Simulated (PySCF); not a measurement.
**What a change does: excited-state calculation on C2H7BO2S**

System: C2H7BO2S.
Method of the first run: TDDFT PBE0/def2-SVP, vertical, gas phase, core orbitals frozen in the response (PySCF 2.14.0).

The geometry comes from this level: PBE0-D3(BJ)/def2-SVP. Text and figures count atoms from 1; the logs count them from 0 in places.

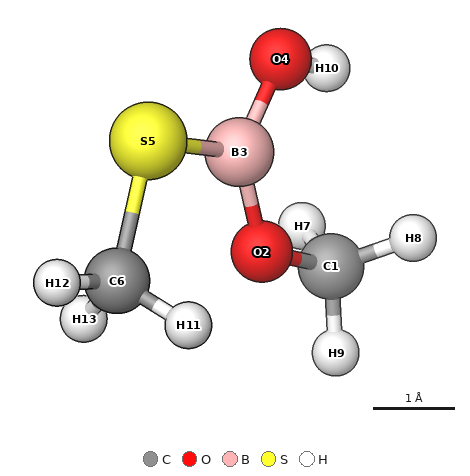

**Figure 1.** The structure as given in the input (ball-and-stick view, seen at a tilt; atoms are numbered from 1 in the order of the input). Bond lengths as drawn: B–O 1.36 Å, B–S 1.82 Å, C–H 1.10 to 1.11 Å, C–O 1.40 Å, C–S 1.82 Å and H–O 0.96 Å.

The input, the first run:
```
{"job": {"kind": "uv", "xc": "PBE0", "basis": "def2-SVP"}, "charge": 0, "multiplicity": 1}
C     -1.798842     0.783646     0.055698
O     -0.461936     0.372772     0.006695
B     -0.114313    -0.930132    -0.204189
O     -1.001993    -1.946952    -0.381468
S      1.648018    -1.363345    -0.257472
C      2.413059     0.255389     0.041209
H     -2.332427     0.578985    -0.891110
H     -2.351319     0.302124     0.883318
H     -1.824660     1.869652     0.222706
H     -1.923159    -1.672698    -0.375814
H      2.171662     0.628259     1.045334
H      3.499093     0.116352    -0.040960
H      2.083728     0.991088    -0.703858
```

The first line tells a small driver script what to run in PySCF; the rest is the geometry in Å.

Command:
```bash
OMP_NUM_THREADS=1 python <driver script> task.json out
```

Hardware: 1 CPU thread, shared host.

Output (the first run):
```
coarse grid: 11400 points
cycle   1  E = -653.0939188550  dE =  6.325e-01  |g| = 7.673e-01  |ddm| = 3.614e+00
cycle   2  E = -653.0029674123  dE =  9.095e-02  |g| = 1.048e+00  |ddm| = 1.378e+00
cycle   3  E = -653.2058929601  dE = -2.029e-01  |g| = 6.855e-02  |ddm| = 8.049e-01
cycle   4  E = -653.2069391911  dE = -1.046e-03  |g| = 1.917e-02  |ddm| = 9.997e-02
cycle   5  E = -653.2070356988  dE = -9.651e-05  |g| = 5.472e-03  |ddm| = 3.054e-02
cycle   6  E = -653.2070432490  dE = -7.550e-06  |g| = 1.532e-03  |ddm| = 7.236e-03
final grid: 105392 points
cycle   7  E = -653.2892128571  dE = -2.706e-05  |g| = 1.040e-02  |ddm| = 2.855e-02
cycle   8  E = -653.2891975289  dE =  1.533e-05  |g| = 1.341e-02  |ddm| = 1.887e-02
cycle   9  E = -653.2892373687  dE = -3.984e-05  |g| = 7.917e-04  |ddm| = 1.060e-02
cycle  10  E = -653.2892375154  dE = -1.467e-07  |g| = 1.682e-04  |ddm| = 9.392e-04
cycle  11  E = -653.2892375221  dE = -6.684e-09  |g| = 4.954e-05  |ddm| = 2.132e-04
cycle  12  E = -653.2892375227  dE = -5.880e-10  |g| = 1.949e-05  |ddm| = 5.925e-05
converged SCF energy = -653.2892375227

Static polarisability (au): isotropic 55.061, principal 39.791 55.106 70.287

Singlet excitations
state   eV       nm        f      main configurations
  1   6.4917    191.0   0.00059   H->L+2 0.51, H->L 0.44
  2   6.7029    185.0   0.00174   H->L 0.53, H->L+2 0.44
  3   7.0388    176.1   0.16679   H->L+1 0.95
  4   8.1741    151.7   0.00005   H->L+3 0.65, H->L+4 0.23
  5   8.4448    146.8   0.01524   H-2->L 0.77
  6   8.4676    146.4   0.01083   H-1->L+1 0.80, H-2->L 0.11
  7   8.5039    145.8   0.00413   H-1->L 0.77, H-1->L+1 0.10, H-1->L+2 0.09
  8   8.6667    143.1   0.00411   H->L+4 0.56, H->L+3 0.27
  9   8.7548    141.6   0.08274   H-1->L+2 0.84, H-1->L 0.09
 10   8.9257    138.9   0.00522   H->L+5 0.66, H->L+7 0.19

Triplet excitations (Tamm-Dancoff, eV): 5.9092 6.0449 6.5702 7.5176
```

For the second run the input was changed thus:
```diff
-"basis": "def2-SVP"
+"basis": "def2-TZVP"
```

What does this change do to the results?

The total energy of the second run is 269.1 kcal/mol lower, which measures the change of basis and not a stability. The HOMO goes from −6.52 to −6.70 eV. The LUMO goes from 1.11 to 0.52 eV. The dipole moment goes from 3.70 to 3.49 D. The lowest excitation goes from 6.49 to 6.09 eV. The strongest computed line goes from 7.04 to 6.81 eV. The SCF takes 14 iterations against 12. The basis functions go from 123 to 234.

Output (the second run):
```
coarse grid: 11400 points
cycle   1  E = -653.6009444890  dE =  6.662e-01  |g| = 8.225e-01  |ddm| = 2.598e+00
cycle   2  E = -653.4766204367  dE =  1.243e-01  |g| = 1.184e+00  |ddm| = 1.221e+00
cycle   3  E = -653.7217909574  dE = -2.452e-01  |g| = 7.724e-02  |ddm| = 7.740e-01
cycle   4  E = -653.7229625710  dE = -1.172e-03  |g| = 3.152e-02  |ddm| = 8.406e-02
cycle   5  E = -653.7231900994  dE = -2.275e-04  |g| = 7.425e-03  |ddm| = 2.968e-02
cycle   6  E = -653.7232006102  dE = -1.051e-05  |g| = 2.826e-03  |ddm| = 6.290e-03
cycle   7  E = -653.7232023716  dE = -1.761e-06  |g| = 6.040e-04  |ddm| = 2.329e-03
final grid: 105392 points
cycle   8  E = -653.7180637492  dE = -8.020e-05  |g| = 1.039e-02  |ddm| = 5.913e-02
cycle   9  E = -653.7180518004  dE =  1.195e-05  |g| = 1.268e-02  |ddm| = 1.247e-02
cycle  10  E = -653.7180842350  dE = -3.243e-05  |g| = 1.094e-03  |ddm| = 7.104e-03
cycle  11  E = -653.7180844441  dE = -2.091e-07  |g| = 3.464e-04  |ddm| = 8.694e-04
cycle  12  E = -653.7180844701  dE = -2.604e-08  |g| = 8.506e-05  |ddm| = 2.831e-04
cycle  13  E = -653.7180844715  dE = -1.393e-09  |g| = 3.061e-05  |ddm| = 6.345e-05
cycle  14  E = -653.7180844717  dE = -1.730e-10  |g| = 8.583e-06  |ddm| = 2.149e-05
converged SCF energy = -653.7180844717

Static polarisability (au): isotropic 64.952, principal 49.794 65.642 79.420

Singlet excitations
state   eV       nm        f      main configurations
  1   6.0917    203.5   0.00018   H->L+1 0.86
  2   6.2000    200.0   0.00718   H->L 0.90, H->L+1 0.08
  3   6.8096    182.1   0.15159   H->L+2 0.95
  4   7.4456    166.5   0.01516   H->L+3 0.77, H->L+4 0.14
  5   7.9736    155.5   0.00628   H->L+4 0.54, H-2->L 0.26, H->L+3 0.11
  6   8.0650    153.7   0.01748   H-2->L 0.64, H->L+4 0.15
  7   8.0980    153.1   0.00813   H-1->L 0.90
  8   8.1943    151.3   0.07201   H-1->L+1 0.91
  9   8.2640    150.0   0.00231   H-1->L+2 0.73, H->L+5 0.15
 10   8.3393    148.7   0.00360   H->L+5 0.63, H->L+6 0.13, H->L+4 0.10

Triplet excitations (Tamm-Dancoff, eV): 5.5412 5.8146 6.1009 7.1272
```

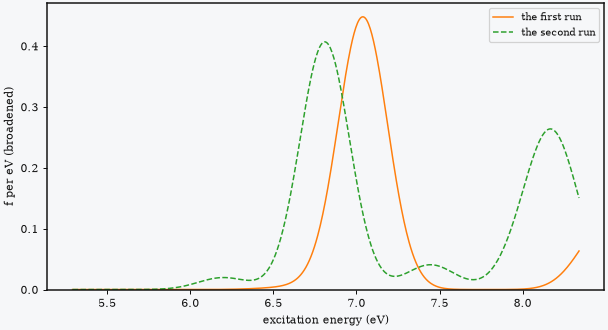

**Figure 2.** Absorption of the two runs from their computed states, each broadened by a Gaussian of 0.35 eV full width; the range ends where the shorter list of states ends.

The two runs side by side:

| quantity | the first run | the second run |
| --- | --- | --- |
| outcome | converged | converged |
| total energy (hartree) | −653.289238 | −653.718084 |
| HOMO (eV) | −6.52 | −6.70 |
| LUMO (eV) | 1.11 | 0.52 |
| dipole moment (D) | 3.70 | 3.49 |
| lowest excitation (eV) | 6.49 | 6.09 |
| SCF iterations | 12 | 14 |
| strongest computed line (eV) | 7.04 | 6.81 |
| basis functions | 123 | 234 |
| wall time (shared host) | 21 s | 57 s |
